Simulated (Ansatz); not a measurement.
# CH5AlSSi: rigid torsion scan in Python

The task is a rigid torsion scan, for CH5AlSSi.

Computed with the Python package of Ansatz 0.2.0. Level of theory: PBE/def2-SVP.

## Step 1: Starting point

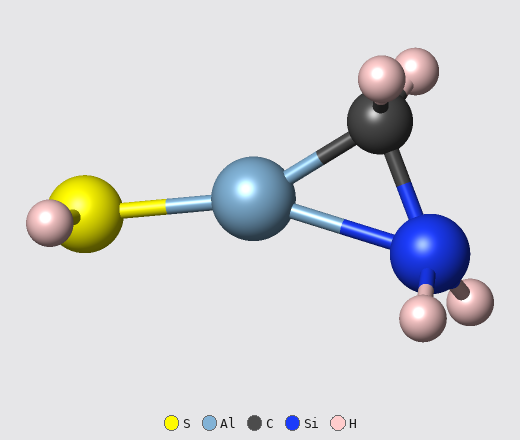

The starting structure, viewed from a chosen angle; sulfur yellow, aluminium light blue, carbon dark grey, silicon blue, hydrogen pink.

The script holds or builds the structure itself.

## Step 2: The code

File torsion_ch5alssi.py:

```python
"""Rigid torsion scan of CH5AlSSi."""

import ansatz as az
from ase import Atoms

BASIS_SET = "def2-SVP"
XC = "pbe"
FORCE_TOL = 0.02

atoms = Atoms(["S", "Al", "C", "Si", "H", "H", "H", "H", "H"], positions=[
    (-1.3429, 1.085, -2.6137),
    (-0.3249, 0.2504, -0.8307),
    (1.1932, -0.0822, 0.3125),
    (-0.0718, -0.9964, 1.1923),
    (-1.7173, 2.295, -1.937),
    (2.003, -0.7288, -0.1104),
    (1.6219, 0.8017, 0.8909),
    (-0.3386, -2.397, 0.8303),
    (-0.9341, -0.2738, 2.2487),
])

# start the scan from a relaxed geometry
first = (
    az.Crystal.molecule_from_ase(atoms).calculation()
    .basis(gaussian=BASIS_SET)
    .functional(XC)
    .relax(force_tolerance=FORCE_TOL, max_steps=80)
)
atoms.positions = first.run(threads=1).report["positions_ang"]

start = atoms.get_dihedral(2, 1, 0, 4)
energies = {}
for turn in range(0, 360, 40):
    turned = atoms.copy()
    turned.set_dihedral(2, 1, 0, 4, start + turn, indices=[0, 4])
    calc = (
        az.Crystal.molecule_from_ase(turned).calculation()
        .basis(gaussian=BASIS_SET)
        .functional(XC)
    )
    energies[round((start + turn) % 360)] = calc.run(threads=1).report["free_energy_ev"]
floor = min(energies.values())
print("dihedral C2-Al1-S0-H4 (deg)   E - E(min) (kJ/mol)")
for angle, e in sorted(energies.items()):
    print(f"{angle:8d} {96.485332 * (e - floor):14.3f}  " + "#" * int(30 * (e - floor) / max(max(energies.values()) - floor, 1e-9)))
```

## Step 3: What the engine is handed

The package turns the script's settings into the engine's input (first run):

```yaml
crystal:
  periodic: [false, false, false]
  atoms:
    - { symbol: S, position_ang: [-1.3429, 1.085, -2.6137] }
    - { symbol: Al, position_ang: [-0.3249, 0.2504, -0.8307] }
    - { symbol: C, position_ang: [1.1932, -0.0822, 0.3125] }
    - { symbol: Si, position_ang: [-0.0718, -0.9964, 1.1923] }
    - { symbol: H, position_ang: [-1.7173, 2.295, -1.937] }
    - { symbol: H, position_ang: [2.003, -0.7288, -0.1104] }
    - { symbol: H, position_ang: [1.6219, 0.8017, 0.8909] }
    - { symbol: H, position_ang: [-0.3386, -2.397, 0.8303] }
    - { symbol: H, position_ang: [-0.9341, -0.2738, 2.2487] }
basis:
  gaussian:
    orbitals: def2-SVP
hamiltonian:
  xc: pbe
relax:
  f_tol: 0.02
  max_steps: 80
```

## Step 4: Launch

Command:

```
> python torsion_ch5alssi.py
```

What it wrote:

```text
dihedral C2-Al1-S0-H4 (deg)   E - E(min) (kJ/mol)
      26          4.675  #####
      66         19.979  #######################
     106         25.433  #############################
     146          9.937  ###########
     186          0.000
     226         10.309  ############
     266         25.711  ##############################
     306         19.964  #######################
     346          4.614  #####
```

Wall time 100 s (1 thread of Arm Neoverse V1, shared host); peak memory 0.22 GiB.

## Step 5: How the relaxation of run 0 went

Relaxation path:

```csv
step,energy from step 1 (eV),largest force component (eV/Å)
1,0.0000,3.3716
2,-0.6838,2.0307
3,-0.8837,1.3101
4,-0.9236,0.3830
5,-0.9574,0.1779
6,-0.9891,0.5985
7,-1.0310,0.8444
8,-1.1313,0.4686
9,-1.1276,0.5021
10,-1.1783,0.3350
11,-1.1984,0.2631
12,-1.2031,0.2097
13,-1.2073,0.1638
14,-1.2092,0.0383
15,-1.2096,0.0242
16,-1.2098,0.0215
17,-1.2097,0.0302
18,-1.2098,0.0052
19,-1.2100,0.0130
```

Step 1 is the start. Steps 9, 17 were tried and not accepted.

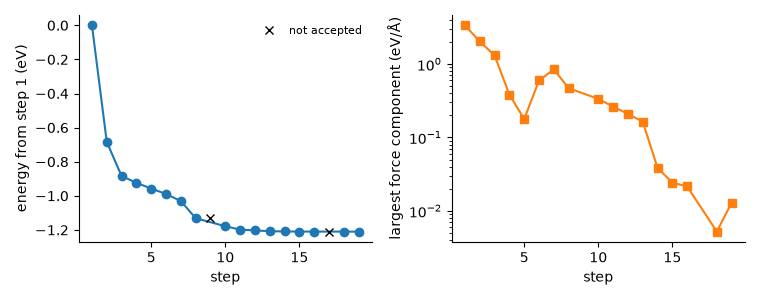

Energy and largest force along the relaxation.

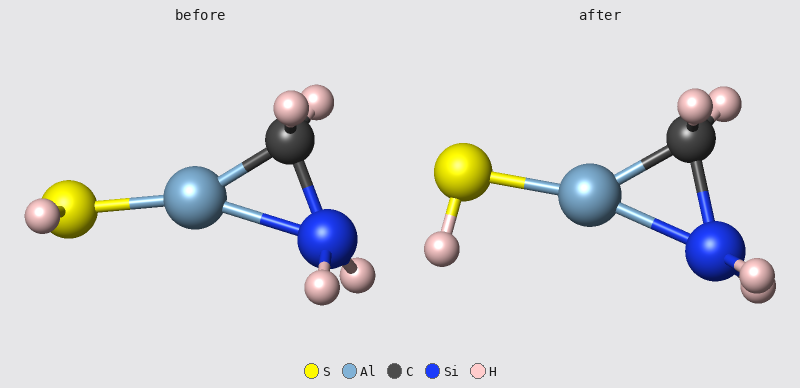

Before and after, at one scale.

Before: Bond lengths: S1–Al2 2.216 Å, Al2–C3 1.929 Å, Al2–Si4 2.390 Å, C3–Si4 1.792 Å, S1–H5 1.436 Å, C3–H6 1.119 Å, C3–H7 1.140 Å, Si4–H8 1.471 Å, Si4–H9 1.543 Å. Angles (14 of 16 angles, heavy atoms first): S1–Al2–C3 154.6°, S1–Al2–Si4 157.8°, C3–Al2–Si4 47.6°, Al2–C3–Si4 79.8°, Al2–Si4–C3 52.6°, Al2–S1–H5 93.3°, Al2–C3–H6 116.4°, Al2–C3–H7 117.6°, Si4–C3–H6 113.7°, Si4–C3–H7 114.3°, Al2–Si4–H8 105.6°, Al2–Si4–H9 106.0°, C3–Si4–H8 119.5°, C3–Si4–H9 119.5°.

After: Bond lengths: S1–Al2 2.197 Å, Al2–C3 1.962 Å, Al2–Si4 2.347 Å, C3–Si4 1.962 Å, S1–H5 1.364 Å, C3–H6 1.108 Å, C3–H7 1.114 Å, Si4–H8 1.508 Å, Si4–H9 1.508 Å. Angles (14 of 16 angles, heavy atoms first): S1–Al2–C3 140.4°, S1–Al2–Si4 166.4°, C3–Al2–Si4 53.3°, Al2–C3–Si4 73.5°, Al2–Si4–C3 53.3°, Al2–S1–H5 93.7°, Al2–C3–H6 129.9°, Al2–C3–H7 110.4°, Si4–C3–H6 118.9°, Si4–C3–H7 110.8°, Al2–Si4–H8 117.7°, Al2–Si4–H9 131.5°, C3–Si4–H8 112.4°, C3–Si4–H9 117.6°.

Run 0 is this relaxation; the runs after it count from 1.

## Step 6: Run by run

The 9 runs, in the order started:

| run | turn (°) | energy from run 1 (eV) | SCF cycles | CPU time (s) |
| --- | --- | --- | --- | --- |
| 1 | 0 | 0.0000 | 18 | 2.7 |
| 2 | 40 | 0.1068 | 19 | 2.6 |
| 3 | 80 | 0.2665 | 18 | 2.5 |
| 4 | 120 | 0.2069 | 17 | 2.5 |
| 5 | 160 | 0.0478 | 18 | 2.6 |
| 6 | 200 | 0.0485 | 18 | 2.6 |
| 7 | 240 | 0.2071 | 19 | 2.7 |
| 8 | 280 | 0.2636 | 18 | 2.7 |
| 9 | 320 | 0.1030 | 18 | 2.6 |

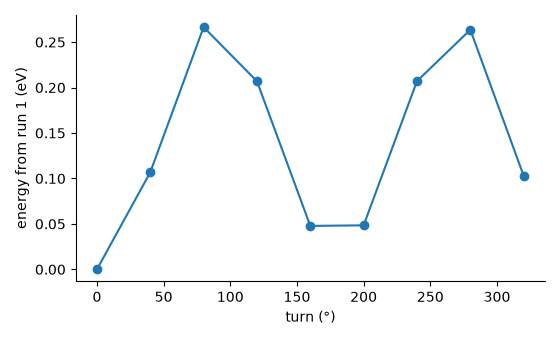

Energy against turn; lines join the points.

## Step 7: Results

```
              quantity     value
         runs compared         9
       range of energy  0.266 eV
lowest point, turn (°)         0
```

**Reading.** The lowest point lies at a turn of 0°, the highest 0.266 eV (25.7 kJ/mol) above it at 80°. The grid can miss the true lowest and highest points, and the rest of the molecule is held rigid. Run 0: After 16 moves the largest shift is 0.873 Å, of atom 5 (H). So large a move can change the bonding: the results belong to the relaxed structure. The scan is rigid and the energies are electronic, in a modest basis. With rigid groups the curve can differ much from the relaxed path, the start wasn't checked as a minimum of this torsion, and equivalent turns needn't return to the same energy.
